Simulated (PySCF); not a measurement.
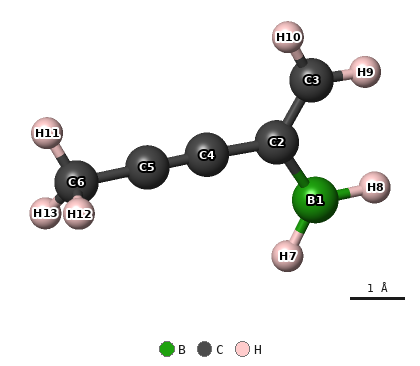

Fig. 1: The structure (ball-and-stick view, seen at a tilt; atoms are numbered from 1 in the order of the input). Bond lengths as drawn: B–C 1.55 Å, B–H 1.21 Å, C–C 1.22 to 1.45 Å and C–H 1.09 to 1.10 Å.

# What a change does: excited-state calculation on C$_{5}$H$_{7}$B

System: C$_{5}$H$_{7}$B.
Method of run A: TDDFT PBE0/def2-TZVP, vertical, gas phase, core orbitals frozen in the response (PySCF 2.14.0).

The geometry comes from this level: PBE0-D3(BJ)/def2-SVP. Text and figures count atoms from 1; the logs count them from 0 in places.

Input, run A:
```
{"job": {"kind": "uv", "xc": "PBE0", "basis": "def2-TZVP"}, "charge": 0, "multiplicity": 1}
B      2.093112    -0.901690     0.666876
C      1.216584     0.144357    -0.075002
C      1.843922     1.143556    -0.746364
C     -0.210377     0.050597    -0.045300
C     -1.419407    -0.065648     0.005590
C     -2.864234    -0.198797     0.067490
H      1.599913    -1.818600     1.277717
H      3.296034    -0.781797     0.621274
H      2.935719     1.197888    -0.755883
H      1.294379     1.916784    -1.293868
H     -3.351701     0.311836    -0.777793
H     -3.260650     0.240427     0.997034
H     -3.168000    -1.257304     0.044992
```

The first line tells a small driver script what to run in PySCF; the rest is the geometry in Å.

Launched with:
```bash
OMP_NUM_THREADS=1 python <driver script> task.json out
```

Hardware: 1 CPU thread, shared host.

Output (run A):
```
coarse grid: 10856 points
cycle   1  E = -219.2608111343  dE =  5.262e-01  |g| = 3.563e-01  |ddm| = 3.058e+00
cycle   2  E = -219.2621705459  dE = -1.359e-03  |g| = 3.393e-01  |ddm| = 1.060e+00
cycle   3  E = -219.2929938062  dE = -3.082e-02  |g| = 1.171e-01  |ddm| = 4.488e-01
cycle   4  E = -219.2962089797  dE = -3.215e-03  |g| = 4.035e-02  |ddm| = 1.002e-01
cycle   5  E = -219.2965701669  dE = -3.612e-04  |g| = 1.342e-02  |ddm| = 3.554e-02
cycle   6  E = -219.2966096054  dE = -3.944e-05  |g| = 5.726e-03  |ddm| = 1.382e-02
cycle   7  E = -219.2966180842  dE = -8.479e-06  |g| = 9.826e-04  |ddm| = 6.115e-03
final grid: 104856 points
cycle   8  E = -219.2841041861  dE = -4.304e-05  |g| = 6.367e-03  |ddm| = 1.680e-01
cycle   9  E = -219.2841017777  dE =  2.408e-06  |g| = 6.939e-03  |ddm| = 1.219e-02
cycle  10  E = -219.2841137014  dE = -1.192e-05  |g| = 1.820e-03  |ddm| = 6.426e-03
cycle  11  E = -219.2841145738  dE = -8.724e-07  |g| = 4.121e-04  |ddm| = 1.570e-03
cycle  12  E = -219.2841146075  dE = -3.368e-08  |g| = 1.799e-04  |ddm| = 4.023e-04
cycle  13  E = -219.2841146156  dE = -8.101e-09  |g| = 5.963e-05  |ddm| = 1.516e-04
cycle  14  E = -219.2841146165  dE = -8.632e-10  |g| = 8.742e-06  |ddm| = 5.035e-05
converged SCF energy = -219.2841146165

Static polarisability (au): isotropic 78.369, principal 45.961 73.045 116.100

Singlet excitations
state   eV       nm        f      main configurations
  1   3.8299    323.7   0.00013   H-1->L 0.98
  2   4.0635    305.1   0.08300   H->L 0.96
  3   5.3245    232.9   0.00053   H-2->L 0.98
  4   5.6251    220.4   0.00095   H-1->L+1 0.86, H-4->L 0.11
  5   5.8335    212.5   0.18857   H->L+1 0.81, H-1->L+3 0.08
  6   6.0181    206.0   0.00074   H-4->L 0.88, H-1->L+1 0.10
  7   6.4895    191.1   0.00036   H->L+3 0.55, H->L+2 0.38
  8   6.6125    187.5   0.18156   H-3->L 0.90
  9   7.1023    174.6   0.00006   H->L+2 0.59, H->L+3 0.38
 10   7.3769    168.1   0.02612   H-1->L+2 0.79, H-1->L+3 0.19

Triplet excitations (Tamm-Dancoff, eV): 2.6249 3.6381 4.7387 4.7761
```

For run B the input was changed thus:
```diff
-"basis": "def2-TZVP"
+"basis": "def2-SVP"
```

What does this change do to the results?

The total energy of run B is 146.9 kcal/mol higher, which measures the change of basis and not a stability. The LUMO goes from −2.19 to −2.12 eV. The strongest computed line goes from 5.83 to 6.70 eV. The number of SCF iterations is the same. The basis functions go from 228 to 119.

Output (run B):
```
coarse grid: 10856 points
cycle   1  E = -218.9854573082  dE =  4.889e-01  |g| = 3.032e-01  |ddm| = 3.863e+00
cycle   2  E = -218.9889203676  dE = -3.463e-03  |g| = 2.837e-01  |ddm| = 7.425e-01
cycle   3  E = -219.0109146046  dE = -2.199e-02  |g| = 1.094e-01  |ddm| = 4.225e-01
cycle   4  E = -219.0139341515  dE = -3.020e-03  |g| = 2.970e-02  |ddm| = 1.148e-01
cycle   5  E = -219.0141272260  dE = -1.931e-04  |g| = 1.244e-02  |ddm| = 3.377e-02
cycle   6  E = -219.0141634839  dE = -3.626e-05  |g| = 4.722e-03  |ddm| = 1.502e-02
cycle   7  E = -219.0141695699  dE = -6.086e-06  |g| = 6.227e-04  |ddm| = 5.192e-03
final grid: 104856 points
cycle   8  E = -219.0500307005  dE = -2.090e-05  |g| = 5.700e-03  |ddm| = 2.379e-02
cycle   9  E = -219.0500301116  dE =  5.889e-07  |g| = 5.992e-03  |ddm| = 1.236e-02
cycle  10  E = -219.0500397262  dE = -9.615e-06  |g| = 1.256e-03  |ddm| = 6.565e-03
cycle  11  E = -219.0500401644  dE = -4.382e-07  |g| = 2.695e-04  |ddm| = 1.359e-03
cycle  12  E = -219.0500401812  dE = -1.677e-08  |g| = 9.443e-05  |ddm| = 3.084e-04
cycle  13  E = -219.0500401831  dE = -1.951e-09  |g| = 4.671e-05  |ddm| = 1.260e-04
cycle  14  E = -219.0500401837  dE = -5.574e-10  |g| = 6.172e-06  |ddm| = 4.273e-05
converged SCF energy = -219.0500401837

Static polarisability (au): isotropic 70.567, principal 36.275 66.611 108.814

Singlet excitations
state   eV       nm        f      main configurations
  1   3.8538    321.7   0.00003   H-1->L 0.98
  2   4.1253    300.5   0.08320   H->L 0.96
  3   5.3305    232.6   0.00026   H-2->L 0.98
  4   5.6985    217.6   0.00095   H-1->L+1 0.82, H-4->L 0.15
  5   5.9555    208.2   0.17171   H->L+1 0.78, H-1->L+2 0.14
  6   6.0482    205.0   0.00079   H-4->L 0.84, H-1->L+1 0.14
  7   6.5836    188.3   0.00049   H->L+2 0.95
  8   6.7017    185.0   0.19529   H-3->L 0.88
  9   7.8445    158.1   0.00631   H-2->L+1 0.63, H-5->L 0.26
 10   7.9556    155.8   0.00115   H->L+3 0.90

Triplet excitations (Tamm-Dancoff, eV): 2.6242 3.6613 4.7403 4.8272
```

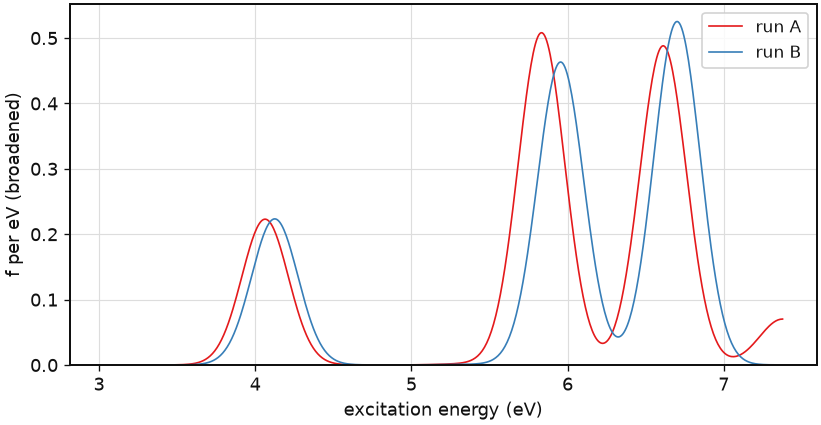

Fig. 2: Absorption of the two runs from their computed states, each broadened by a Gaussian of 0.35 eV full width; the range ends where the shorter list of states ends.

The two runs side by side:

```tsv
quantity	run A	run B
outcome	converged	converged
total energy (hartree)	−219.284115	−219.050040
HOMO (eV)	−6.93	−6.88
LUMO (eV)	−2.19	−2.12
dipole moment (D)	1.36	1.36
lowest excitation (eV)	3.83	3.85
SCF iterations	14	14
strongest computed line (eV)	5.83	6.70
basis functions	228	119
wall time (shared host)	30 s	11 s
```
